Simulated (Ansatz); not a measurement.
Convergence test for NaCl (Fm-3m, 2 atoms in the cell)

```yaml
crystal:
  lattice:
    - [0.00000, 2.78820, 2.78820]
    - [2.78820, 0.00000, 2.78820]
    - [2.78820, 2.78820, 0.00000]
  atoms:
    - { symbol: Na, position: [0.00000, 0.00000, 0.00000] }
    - { symbol: Cl, position: [0.50000, 0.50000, 0.50000] }
```

Method of the run: PBE (plane waves, PAW; Ansatz, a first-principles code).

The starting cell comes from a database of computed structures (which also holds hypothetical and non-ambient phases and stackings), without a prior relaxation at this level. Its lattice was rescaled by a random factor within 2.5 % of one. Ansatz's pressure includes its estimate of the finite-basis (Pulay) stress.

Held fixed: kpoints.mp_grid.grid = 5 5 5; hamiltonian.xc = pbe; hamiltonian.pseudopotentials = {kind: paw} (the program's default PAW files); scf.occupations.method = fixed.

ΔF is the free energy per atom less that of the last row (61.7 Ry).

The first pressure column holds Ansatz's estimate of the finite-basis (Pulay) stress, which hides part of the cutoff error; the other is without it.

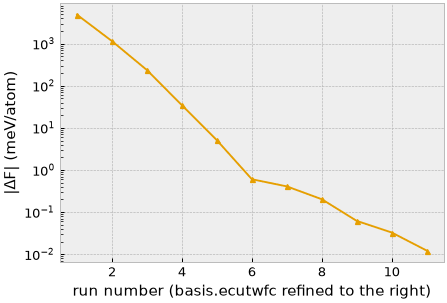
Fig. 1. Size of the energy error against the last run of the series; values under 0.01 meV/atom are drawn at 0.01.

| basis.ecutwfc | ΔF (meV/atom) | pressure (GPa) | gap on the mesh (eV) | pressure at a fixed set of plane waves (GPa) | plane waves | iterations |
|---|---|---|---|---|---|---|
| 12.5 Ry | 4856.4 | 1.36 | 5.009 | -145.55 | 229 | 8 |
| 15.4 Ry | 1146.4 | 1.68 | 5.198 | -42.70 | 307 | 7 |
| 18.4 Ry | 235.4 | 1.61 | 5.224 | -10.10 | 387 | 6 |
| 21.7 Ry | 34.5 | 1.68 | 5.240 | -0.62 | 531 | 6 |
| 24.6 Ry | 5.1 | 1.73 | 5.242 | 1.29 | 609 | 7 |
| 27.9 Ry | 0.60 | 1.74 | 5.242 | 1.71 | 725 | 8 |
| 30.9 Ry | 0.41 | 1.75 | 5.242 | 1.74 | 869 | 7 |
| 35.6 Ry | 0.20 | 1.75 | 5.242 | 1.74 | 1067 | 8 |
| 40.1 Ry | 0.06 | 1.75 | 5.242 | 1.75 | 1243 | 8 |
| 46.3 Ry | 0.03 | 1.75 | 5.242 | 1.75 | 1471 | 8 |
| 54 Ry | 0.01 | 1.75 | 5.242 | 1.75 | 1917 | 8 |
| 61.7 Ry | 0.00 | 1.75 | 5.242 | 1.75 | 2421 | 8 |

Pressure within 0.2 GPa of the last row: from basis.ecutwfc = 15.4 Ry on; the one before it is off by 0.39 GPa. The value it settles on is 1.7 GPa at this level of theory and with the other settings as held.

Energy within 0.5 meV/atom of the last row: from basis.ecutwfc = 30.9 Ry on; the one before it is off by 0.60 meV/atom.

Gaps are taken between levels on the mesh.

Keys are those of Ansatz 0.2.
